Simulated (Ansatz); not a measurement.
# UBLYP/def2-SVPD (core potential) run of SnH3O2 (SMILES [OH][SnH][OH])

What is the vertical electron affinity of SnH3O2 at UBLYP/def2-SVPD (core potential)? 

Program for the calculation: Ansatz 0.2.0.

43 further runs of the same task are left out: 43 set aside as unsound or not needed.

## Step 1: The structure to begin with

The species is SnH3O2 (6 atoms), meant as a doublet with charge 0. SMILES: `[OH][SnH][OH]`. The coordinates come from a PBE0-D4/def2-TZVP relaxation. This is one conformer, not always the lowest.

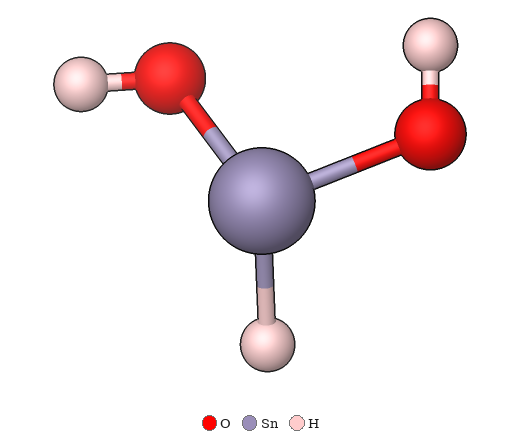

The structure, seen from a chosen angle (oxygen red, tin purple, hydrogen pink).

## Step 2: The energy at UBLYP/def2-SVPD (core potential)

Contents of run.yaml:

```yaml
crystal:
  periodic: [false, false, false]
  atoms:
    - symbol: O
      position_ang: [-1.248300, -0.684700, -0.233400]
    - symbol: Sn
      position_ang: [0.417000, 0.302500, -0.639600]
    - symbol: O
      position_ang: [1.413900, -0.038300, 1.016700]
    - symbol: H
      position_ang: [-1.852000, -0.783400, -0.973600]
    - symbol: H
      position_ang: [0.128600, 2.026100, -0.624300]
    - symbol: H
      position_ang: [1.182700, -0.886000, 1.408100]
basis:
  gaussian: {orbitals: def2-SVPD}
hamiltonian: {xc: {name: BLYP}}
magnetization: {spin_polarized: true, initial_magnetization: 1}
output: {orbitals: {seedname: orbitals}}
accuracy: high
```

Started as:

```sh
$ ansatz run run.yaml --threads 1 --pin off --max-ram 3480MiB --events-out events.jsonl --progress --plain --runs-dir runs
```

The log of the run:

```text
Warning: RAYON_NUM_THREADS=1 ignored (pool sized by the plan → 1); use --threads N
Functional definition: BLYP
  name "BLYP"
  parameter beta = 0.0042
  parameter a = 0.04918
  parameter b = 0.132
  parameter c = 0.2533
  parameter d = 0.349
  exchange = b88_x(beta = beta)
  correlation = lyp_c(a = a, b = b, c = c, d = d)
2187 factors; integrals over basis functions are off by at most 3.0e-9 eV
mean field evaluation 1: about -9953.0062 eV, gradient 6.6e1 eV
mean field evaluation 2: about -9735.8255 eV, gradient 1.9e2 eV
mean field evaluation 4: about -9967.3214 eV, gradient 1.8e1 eV
mean field evaluation 8: about -9969.2897 eV, gradient 1.6e-1 eV
mean field evaluation 16: about -9969.2880 eV, gradient 4.0e-5 eV
mean field -9969.28803293 eV, -366.3645777841 hartree, gradient 3.7e-9 eV, S^2 0.752657; 0 other end points of the search recorded, 0 dependent functions left out
reference -9969.28808341 eV, -366.3645796393 hartree; 21, 20 occupied and 81, 82 virtual orbitals, 2187 factors
Total energy: -9969.28808341 eV, -366.3645796393 hartree
```

Wall time 13 s (1 thread of Arm Neoverse V1, shared host); peak memory 0.33 GiB.

## Step 3: The singlet anion at the same level

Contents of job.yaml:

```yaml
basis:
  gaussian:
    orbitals: def2-SVPD
crystal:
  periodic: [false, false, false]
  atoms:
    - {symbol: O, position_ang: [-1.248300, -0.684700, -0.233400]}
    - {symbol: Sn, position_ang: [0.417000, 0.302500, -0.639600]}
    - {symbol: O, position_ang: [1.413900, -0.038300, 1.016700]}
    - {symbol: H, position_ang: [-1.852000, -0.783400, -0.973600]}
    - {symbol: H, position_ang: [0.128600, 2.026100, -0.624300]}
    - {symbol: H, position_ang: [1.182700, -0.886000, 1.408100]}
total_charge: -1
output: {orbitals: {seedname: orbitals}}
hamiltonian:
  xc: {name: BLYP}
accuracy: high
```

Started as:

```sh
$ ansatz run job.yaml --threads 1 --pin off --max-ram 3480MiB --events-out events.jsonl --progress --plain --runs-dir runs
```

The log of the run, cut to the lines that bear on the results:

```text
Warning: RAYON_NUM_THREADS=1 ignored (pool sized by the plan → 1); use --threads N
[... 9 set-up lines as earlier in the session ...]
2188 factors; integrals over basis functions are off by at most 3.0e-9 eV
mean field evaluation 1: about -9967.5657 eV, gradient 4.0e1 eV
mean field evaluation 2: about -9951.0635 eV, gradient 1.0e2 eV
mean field evaluation 4: about -9970.7561 eV, gradient 3.2e0 eV
mean field evaluation 8: about -9970.7881 eV, gradient 8.3e-1 eV
mean field evaluation 16: about -9970.7896 eV, gradient 6.5e-5 eV
mean field -9970.78964092 eV, -366.4197608597 hartree, gradient 1.6e-8 eV, S^2 0.000000; 0 other end points of the search recorded, 0 dependent functions left out
reference -9970.78968799 eV, -366.4197625896 hartree; 21, 21 occupied and 81, 81 virtual orbitals, 2188 factors
Total energy: -9970.78968799 eV, -366.4197625896 hartree
```

Run time: 7.8 s. Hardware: 1 thread of Arm Neoverse V1, shared host; peak memory 0.28 GiB.

## Step 4: What came out

Level: UBLYP/def2-SVPD (core potential).

| quantity | value |
| --- | --- |
| doublet SnH3O2: total energy | -366.36458 Eh |
| doublet SnH3O2: HOMO energy (highest over α and β) | -5.20 eV |
| doublet SnH3O2: LUMO energy (lowest over α and β) | -4.35 eV |
| doublet SnH3O2: ⟨S²⟩ | 0.753 |
| singlet anion: total energy | -366.41976 Eh |
| singlet anion: HOMO energy | 1.24 eV |
| singlet anion: LUMO energy | 3.56 eV |
| singlet anion: HOMO–LUMO gap (to an unbound level, set by the basis) | 2.32 eV |
| vertical electron affinity (to the singlet anion) | 1.502 eV |

What this shows: At fixed nuclei the extra electron is bound by 1.50 eV (35 kcal/mol). The HOMO (singlet anion) lies at positive energy, 1.24 eV, as semi-local functionals often give for anions; only total energies tell whether the electron is bound.
